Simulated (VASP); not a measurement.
# LaSi3Rh with LDA: from relaxation to properties, part 2 of 2

How well does LDA reproduce what experiment finds for LaSi3Rh? The cell is relaxed first, and properties follow on it. The start is a computed cell from the Materials Project.

VASP 6.6.1; LDA; plane waves and PAW (La, Si, Rh_pv).

So far. Step 5 (Band structure (LDA)): There is no gap at this level. Step 6 (Density of states (LDA)): The finer mesh and the other smearing move the Fermi level by -0.06 eV from the 6×6×6 run, one measure of the sampling error in the zero of the bands above. Of the states within 0.3 eV of the Fermi level, the largest shares in the PAW spheres are Rh d 16 %, Si p 15 % and La d 8 %. The rest lies in smaller channels or between the spheres. The relaxed cell has a = 4.212, c = 9.734 Å (conventional setting).

## 7. Zone-centre phonons (LDA) (continued)

Modes at Γ, with each element's share of the kinetic energy:

| mode | frequency (cm⁻¹) | symmetry | La % | Si % | Rh % |
| --- | --- | --- | --- | --- | --- |
| 1 | -0.2 | acoustic | 43 | 26 | 31 |
| 2 | 0.0 | acoustic | 43 | 26 | 32 |
| 3 | 0.0 | acoustic | 43 | 26 | 32 |
| 4 | 133.7 | E | 44 | 10 | 46 |
| 5 | 133.7 | E | 44 | 10 | 46 |
| 6 | 146.6 | A1 | 54 | 12 | 34 |
| 7 | 162.8 | E | 9 | 86 | 5 |
| 8 | 162.8 | E | 9 | 86 | 5 |
| 9 | 278.1 | E | 4 | 96 | 0 |
| 10 | 278.1 | E | 4 | 96 | 0 |
| 11 | 288.2 | B | 0 | 100 | 0 |
| 12 | 319.6 | A1 | 2 | 65 | 34 |
| 13 | 375.3 | A1 | 1 | 98 | 1 |
| 14 | 375.7 | E | 0 | 82 | 18 |
| 15 | 375.7 | E | 0 | 82 | 18 |

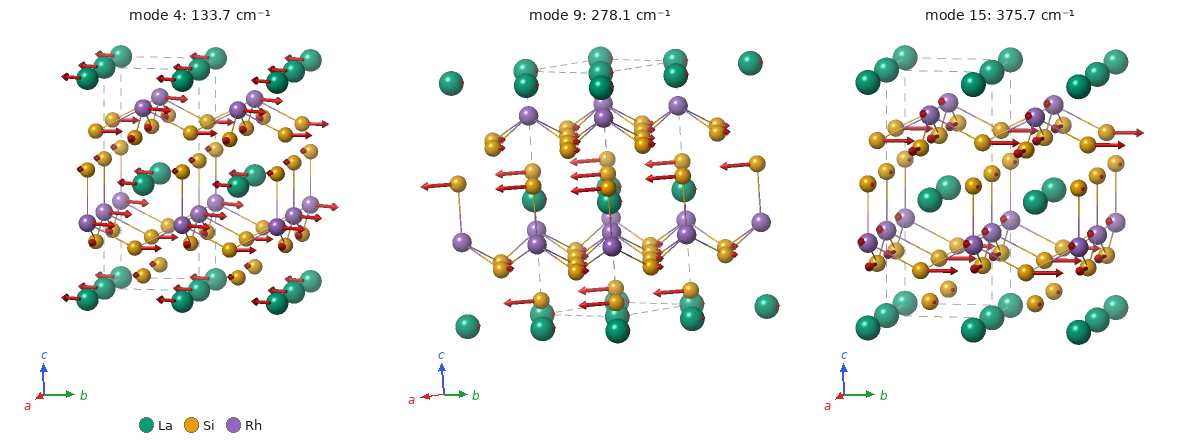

Displacement patterns of modes 4, 9 and 15 at Γ; arrows are exaggerated. 2×2×1 conventional cells are drawn. Some periodic images of atoms are drawn too.

The three acoustic modes lie within 0.2 cm⁻¹ of zero, and all others are real. By the characters of their eigenvectors the optical modes sort into (cm⁻¹) Raman active: E 134, A1 147, E 163, E 278, B 288, A1 320, A1 375, E 376; infrared active: E 134, A1 147, E 163, E 278, A1 320, A1 375, E 376. B labels carry no number here, since it depends on the setting of the axes.

## 8. Band structure (LDA), changed input

Levels along the symmetry lines show where the bands peak and cross; KPOINTS_OPT computes them in the converged potential. Some settings are moved from the usual, to see what they do.

The input, INCAR:

```
SYSTEM = LaSi3Rh
PREC = Accurate
ENCUT = 200
EDIFF = 1E-06
NELM = 100
ISMEAR = 0
SIGMA = 0.05
LREAL = On
ALGO = Normal
GGA = CA
NBANDS = 34
LASPH = .TRUE.
LORBIT = 11
LWAVE = .FALSE.
LCHARG = .FALSE.
KPAR = 4
ISYM = -1
```

The input, POSCAR:

```
LaSi3Rh
1.0
    0.0000000000     -4.2121934747      0.0000000000
   -4.2121934747      0.0000000000      0.0000000000
    2.1060967374     -2.1060967374     -4.8670640531
La Si Rh
1 3 1
Direct
    0.9997552198      0.0002447802      0.0004895603
    0.4128816538      0.5871183462      0.1742366924
    0.2618107950      0.2381892050      0.4763784102
    0.7618107950      0.7381892050      0.4763784102
    0.6537405265      0.3462594735      0.6925189470
```

The input, KPOINTS:

```
Automatic mesh
0
Gamma
6 6 6
0 0 0
```

The input, KPOINTS_OPT:

```
Line mode
16
Line-mode
Reciprocal
  0.00000000   0.00000000   0.00000000 GAMMA
 -0.50000000  -0.50000000   0.00000000 X

 -0.50000000  -0.50000000   0.00000000 X
 -0.40637485  -0.59362515   0.09362515 Y

 -0.40637485  -0.59362515   0.09362515 Y
  0.00000000  -0.59362515   0.29681257 S

  0.00000000  -0.59362515   0.29681257 S
  0.00000000   0.00000000   0.00000000 GAMMA

  0.00000000   0.00000000   0.00000000 GAMMA
  0.00000000   0.00000000  -0.50000000 Z

  0.00000000   0.00000000  -0.50000000 Z
  0.00000000  -0.40637485  -0.29681257 S1

  0.00000000  -0.40637485  -0.29681257 S1
  0.00000000  -0.50000000   0.00000000 N

  0.00000000  -0.50000000   0.00000000 N
 -0.50000000  -0.50000000  -0.25000000 P

 -0.50000000  -0.50000000  -0.25000000 P
 -0.40637485  -0.40637485  -0.50000000 Y1

 -0.40637485  -0.40637485  -0.50000000 Y1
  0.00000000   0.00000000  -0.50000000 Z

 -0.50000000  -0.50000000   0.00000000 X
 -0.50000000  -0.50000000  -0.25000000 P
```

The projector-augmented-wave data sets are La, Si and Rh_pv (LDA family, release 64).

Command:

```console
mpirun -np 4 vasp_std
```

Elapsed: 46 s, on 4 MPI ranks of Intel Xeon 6975P-C (Granite Rapids), shared host; peak memory 1.2 GiB; 3 min of CPU time.

The run converged; its settings lie outside those of the reference runs, so its numbers are set aside.

Against the sound run on this cell (band structure (LDA)) the energy at zero smearing moves by +100.9 meV an atom and the pressure by -20.12 GPa.

Settings moved from the usual: ISYM = -1, LREAL = On and ENCUT = 200.

ISYM = -1 switches symmetry off, which costs time and should not change a single point. The cutoff falls from 400 to 200 eV, which shrinks the basis; the stress suffers most (Pulay stress), and PAW energies need not rise evenly as the basis shrinks.

## 9. Outcome

```yaml
relaxed_volume: 17.27 Å³/atom
relaxed_conventional_cell_a_b_c: 4.212, 4.212, 9.734 Å
space_group_after_relaxing_within_0p02_a: I4mm (No. 107)
band_gap: none, a metal
dos_at_the_fermi_level: 2.13 states/eV/cell
highest_zone_centre_mode: 376 cm⁻¹
```

With LDA, LaSi3Rh relaxes to 17.27 Å³/atom in space group I4mm (held by the symmetry of the run) and comes out as a metal. Band structure (LDA): Of the bands kept, 3 cross the Fermi level on this path. Zone-centre phonons (LDA): The highest mode in this list at Γ, 375.7 cm⁻¹, is mostly motion of Si (82 % of the kinetic energy). Spin-orbit coupling is left out, and with elements this heavy it would split and shift bands near the Fermi level. The k-sampling is coarse for a metal, so the Fermi level, pressures and the shape of the cell carry errors. Modes at Γ alone can't show that the crystal is stable at other wave vectors. No search among competing phases was made, and a listed structure need not be the one stable at ambient conditions. All values are for a static lattice at zero temperature.

Computed beside measured:

| quantity | measured | LDA |
| --- | --- | --- |
| lattice constant a (Å) | 4.2694 | 4.212 (-1.3 %) |
| lattice constant c (Å) | 9.8357 | 9.734 (-1.0 %) |

Measured values from arxiv:1108.0193 (2011).

**Verdict.** The lattice constant a is off by -1.3 %: fair agreement. The lattice constant c is off by -1.0 %: fair agreement. The grades are ours: good and fair within 0.7 and 1.5 % for the lattice constant a and 0.8 and 2 % for the lattice constant c. For lattice constants the calculation has a static lattice, without zero-point motion or thermal expansion (measured at up to 300 K).

[Lines on the potential files, build, host, timing and source positions are cut from VASP's logs without a mark.]

[Logs are printed without paths, hosts, clocks, repeated set-up lines and the standing remarks that a program may print on its own settings, such as how far it seeks lower states.]

[Hosts, paths, dates, database ids (printed as entryN), source tags and the programs' standing remarks are cut or masked in the printed files.]

[A measured line is paired with the nearest computed mode of its activity, which favours agreement.]
